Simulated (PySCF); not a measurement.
# 1,1,1-trifluoroethane (C₂H₃F₃): NMR shifts and spin-spin couplings

Aim: predict the NMR shifts and spin-spin couplings of 1,1,1-trifluoroethane (C₂H₃F₃) (`CC(F)(F)F`).

The runs use PySCF 2.14.0, with density-fitted response routines of our own; the level of theory stands in each step. All values are computed, except where a source is named. Atoms count from 0, in the outputs and in this text.

**1. The molecule as given**

8 atoms, charge 0, multiplicity 1; geometry from: GFN2-xTB.

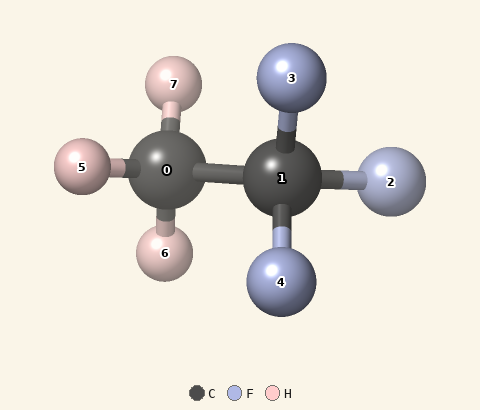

As it starts; carbon dark grey, fluorine light blue, hydrogen pink, atoms numbered.

**2. Nuclear shieldings: PBE0/pcSseg-1**

Job settings and geometry (Å):

```
{"job": {"kind": "nmr", "xc": "PBE0", "basis": "pcSseg-1"}, "charge": 0, "multiplicity": 1}
C      0.809123    -0.038156    -0.078672
C     -0.690419     0.035052     0.061866
F     -1.324263    -0.238015    -1.089051
F     -1.160937    -0.834294     0.969559
F     -1.109175     1.250834     0.446355
H      1.266624     0.186377     0.881215
H      1.131148     0.687774    -0.820656
H      1.086956    -1.040159    -0.395182
```

With the program's defaults for keys left out, this is: GIAO PBE0/pcSseg-1 NMR shielding, non-relativistic, gas phase.

The log of the run:

```text
coarse grid: 7296 points
cycle   1  E = -376.9905058412  dE =  6.748e-01  |g| = 8.590e-01  |ddm| = 2.272e+00
cycle   2  E = -376.8816858855  dE =  1.088e-01  |g| = 1.242e+00  |ddm| = 9.214e-01
cycle   3  E = -377.1129531225  dE = -2.313e-01  |g| = 5.701e-02  |ddm| = 5.456e-01
cycle   4  E = -377.1134745138  dE = -5.214e-04  |g| = 2.937e-02  |ddm| = 5.147e-02
cycle   5  E = -377.1136644210  dE = -1.899e-04  |g| = 2.392e-03  |ddm| = 1.984e-02
cycle   6  E = -377.1136655582  dE = -1.137e-06  |g| = 3.639e-04  |ddm| = 1.810e-03
final grid: 73344 points
cycle   7  E = -377.1622167944  dE = -3.459e-05  |g| = 6.384e-03  |ddm| = 1.534e-02
cycle   8  E = -377.1622121196  dE =  4.675e-06  |g| = 8.519e-03  |ddm| = 8.178e-03
cycle   9  E = -377.1622250327  dE = -1.291e-05  |g| = 6.122e-04  |ddm| = 4.321e-03
cycle  10  E = -377.1622250958  dE = -6.308e-08  |g| = 1.833e-04  |ddm| = 4.439e-04
cycle  11  E = -377.1622251017  dE = -5.929e-09  |g| = 2.979e-05  |ddm| = 1.049e-04
cycle  12  E = -377.1622251019  dE = -1.706e-10  |g| = 8.341e-06  |ddm| = 2.344e-05
converged SCF energy = -377.1622251019

GIAO shielding tensors (ppm)
atom      isotropic    diamagn.    paramagn.     s11        s22        s33       span
  0 C      163.544     250.597     -87.053    150.559    150.583    189.490     38.931
  1 C       51.833     238.833    -187.001     49.682     49.725     56.090      6.408
  2 F      249.663     473.413    -223.750    160.118    250.633    338.236    178.118
  3 F      249.716     473.425    -223.709    160.175    250.685    338.288    178.113
  4 F      249.739     473.412    -223.673    160.190    250.666    338.362    178.172
  5 H       29.872      29.053       0.819     26.354     27.792     35.469      9.115
  6 H       29.870      29.042       0.828     26.349     27.792     35.468      9.119
  7 H       29.866      29.045       0.821     26.346     27.789     35.463      9.117
```

It took 5.2 s on 1 thread, shared host.

Shifts follow as δ = σ(reference) − σ, with reference shieldings (ppm) from runs at the same level and on the same kind of geometry: 1H TMS 31.72, 13C TMS 186.9, 19F CFCl3 170.9. The references are single molecules in the gas phase, so shifts against H2O, NH3, PH3, H3PO4 or CFCl3 are not on the usual liquid scales and can be off by tens of ppm. Atoms listed in one row are averaged.

```csv
atoms,environment,σ (ppm),δ (ppm),δ scaled to CDCl3
C1,CF3 carbon,51.8,135.1,129.9
C0,methyl carbon,163.5,23.4,20.9
"H5, H6, H7",hydrogen on a methyl carbon,29.87,1.85,1.85
"F2, F3, F4",fluorine of a CF3 group,249.7,-78.8,–
```

The scaled column applies a straight-line fit of computed shieldings to shifts measured in CDCl3, and one for carbons that bear F (root-mean-square error 0.16 ppm for H, 1.9 ppm for C).

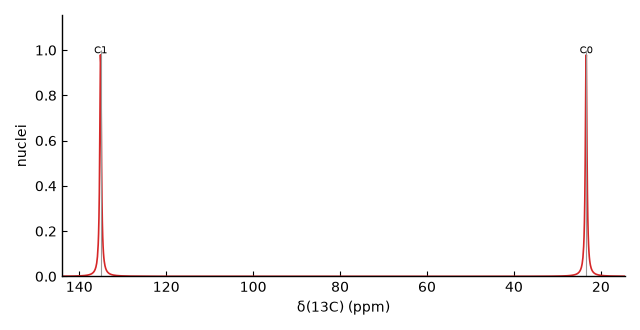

13C lines at the computed shifts, without couplings. Lines are broadened to a width of 0.45 ppm (Lorentzian).

The run also stored atomic charges by several schemes (e):

```
     atoms  Mulliken    IAO  Hirshfeld  ESP fit
        C0     -0.31  -0.47      -0.13    -0.64
        C1      0.70   0.82       0.26     0.72
F2, F3, F4     -0.27  -0.29      -0.10    -0.23
```

Mulliken charges:

```csv
atom,value (e)
C0,-0.31
C1,0.70
F2,-0.27
F3,-0.27
F4,-0.27
H5,0.14
H6,0.14
H7,0.14
```

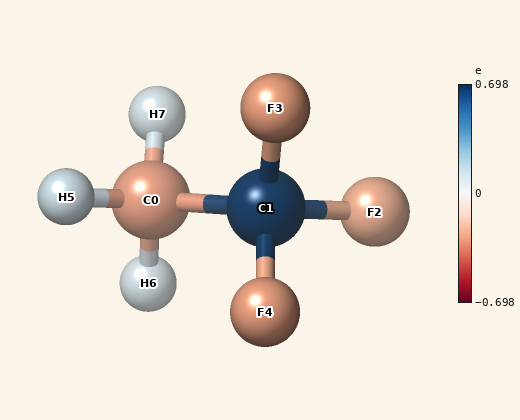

Mulliken charges, as colours on the atoms.

Mayer bond orders: C0–C1 1.06, C1–F2 1.01, C1–F3 1.01, C1–F4 1.01.

**3. Indirect couplings: B3LYP/pcJ-1**

Settings changed since step 2:

```diff
@@ -1,2 +1,2 @@
-{"job": {"kind": "nmr", "xc": "PBE0", "basis": "pcSseg-1"}, "charge": 0, "multiplicity": 1}
+{"job": {"kind": "j", "xc": "B3LYP", "basis": "pcJ-1"}, "charge": 0, "multiplicity": 1}
 C      0.809123    -0.038156    -0.078672
```

Level: B3LYP/pcJ-1 indirect spin-spin coupling, non-relativistic, gas phase.

The log of the run:

```text
coarse grid: 7296 points
cycle   1  E = -377.3922257877  dE =  6.377e-01  |g| = 9.184e-01  |ddm| = 2.171e+00
cycle   2  E = -377.2332444480  dE =  1.590e-01  |g| = 1.424e+00  |ddm| = 1.001e+00
cycle   3  E = -377.5260271123  dE = -2.928e-01  |g| = 7.025e-02  |ddm| = 6.059e-01
cycle   4  E = -377.5267482737  dE = -7.212e-04  |g| = 4.155e-02  |ddm| = 6.402e-02
cycle   5  E = -377.5271191497  dE = -3.709e-04  |g| = 3.026e-03  |ddm| = 2.525e-02
cycle   6  E = -377.5271207259  dE = -1.576e-06  |g| = 7.207e-04  |ddm| = 2.280e-03
final grid: 73344 points
cycle   7  E = -377.5723952911  dE = -1.455e-04  |g| = 6.923e-03  |ddm| = 1.284e-02
cycle   8  E = -377.5723883699  dE =  6.921e-06  |g| = 9.598e-03  |ddm| = 7.949e-03
cycle   9  E = -377.5724026867  dE = -1.432e-05  |g| = 5.815e-04  |ddm| = 4.591e-03
cycle  10  E = -377.5724027151  dE = -2.834e-08  |g| = 3.796e-04  |ddm| = 4.678e-04
cycle  11  E = -377.5724027439  dE = -2.884e-08  |g| = 1.820e-05  |ddm| = 2.092e-04
cycle  12  E = -377.5724027440  dE = -3.593e-11  |g| = 1.033e-05  |ddm| = 1.361e-05
converged SCF energy = -377.5724027440

Indirect spin-spin couplings (Hz)
  i      j    bonds     total        FC       PSO       DSO        SD
  0 C    1 C    1     64.734    65.061    -1.675     0.365     0.984
  0 C    2 F    2     32.015    35.769    -4.478    -0.069     0.793
  0 C    3 F    2     31.998    35.754    -4.482    -0.069     0.796
  0 C    4 F    2     31.949    35.699    -4.480    -0.070     0.800
  0 C    5 H    1    137.478   135.544     0.952     0.787     0.195
  0 C    6 H    1    137.593   135.660     0.951     0.787     0.196
  0 C    7 H    1    137.650   135.718     0.950     0.787     0.195
  1 C    2 F    1   -342.122  -318.020   -34.916     1.343     9.472
  1 C    3 F    1   -342.369  -318.248   -34.930     1.343     9.466
  1 C    4 F    1   -342.454  -318.337   -34.924     1.343     9.464
  1 C    5 H    2     -6.074    -6.123    -0.306     0.260     0.095
  1 C    6 H    2     -6.075    -6.124    -0.307     0.261     0.094
  1 C    7 H    2     -6.063    -6.111    -0.307     0.260     0.094
  2 F    3 F    2     69.095    49.925   -30.189    -0.493    49.852
  2 F    4 F    2     68.580    49.502   -30.287    -0.493    49.858
  2 F    5 H    3     32.424    33.322     1.367    -2.250    -0.015
  2 F    6 H    3      0.534     0.698     0.389    -0.157    -0.397
  2 F    7 H    3      0.698     0.871     0.376    -0.145    -0.405
  3 F    4 F    2     68.454    49.125   -30.030    -0.495    49.855
  3 F    5 H    3      0.656     0.831     0.375    -0.146    -0.403
  3 F    6 H    3     32.375    33.273     1.366    -2.250    -0.014
  3 F    7 H    3      0.549     0.714     0.388    -0.156    -0.397
  4 F    5 H    3      0.524     0.686     0.392    -0.160    -0.394
  4 F    6 H    3      0.658     0.832     0.375    -0.145    -0.405
  4 F    7 H    3     32.307    33.205     1.366    -2.249    -0.014
  5 H    6 H    2    -14.105   -14.481     2.642    -2.480     0.214
  5 H    7 H    2    -14.120   -14.496     2.641    -2.478     0.214
  6 H    7 H    2    -14.060   -14.435     2.646    -2.484     0.212
```

Run time: 17 s. Hardware: 1 thread, shared host.

A choice of the couplings up to four bonds, sorted by the number of bonds, with means over like pairs; isotopes 13C, 19F, 1H:

```
 pair  bonds  J (Hz)  Fermi contact (Hz)
C1–F2      1  -342.3              -318.2
C0–H5      1   137.6               135.6
C0–C1      1    64.7                65.1
F2–F3      2    68.7                49.5
C0–F2      2    32.0                35.7
H5–H6      2   -14.1               -14.5
C1–H5      2    -6.1                -6.1
F2–H5      3    11.2                11.6
```

Shifts (PBE0/pcSseg-1, scaled to CDCl3) and these couplings together give the proton spectrum at 600 MHz below. H–H couplings in it are scaled by factors fitted to measured ones, so they differ from the table.

1H NMR δ 1.85 (q, J = 11.2 Hz, 3H).

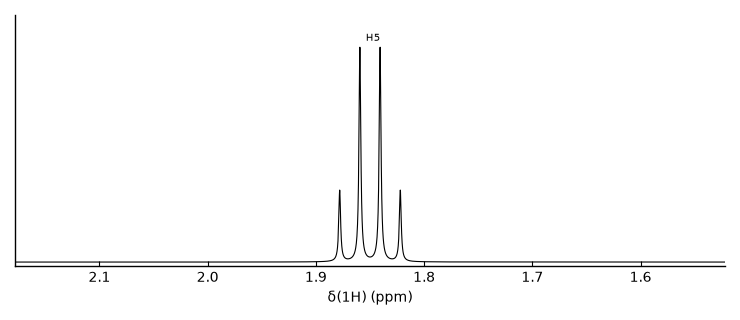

Simulated proton spectrum at 600 MHz, by exact diagonalisation of each spin system; lines 1.2 Hz wide, exchangeable protons uncoupled.

**4. Results**

| quantity | value |
| --- | --- |
| 13C shifts against TMS (PBE0/pcSseg-1) | 135.1, 23.4 ppm |
| 1H shifts against TMS (PBE0/pcSseg-1, means over atoms taken as alike) | 1.85 ppm |
| 19F shifts against CFCl3 (PBE0/pcSseg-1, means over atoms taken as alike) | -78.8 ppm |
| largest coupling of the table (B3LYP/pcJ-1) | 1J(C,F) C1–F2, -342.3 Hz |

In words: At PBE0/pcSseg-1: The largest span, 178 ppm, is at F2, F3, F4, where the paramagnetic term is -224 ppm. Of the pairs tabulated at B3LYP/pcJ-1, C1–F2 (mean over like pairs) couples most strongly (-342.3 Hz; Fermi contact -318.2 Hz). Density functionals describe couplings to fluorine poorly, F–F couplings above all, so those rows are rough.
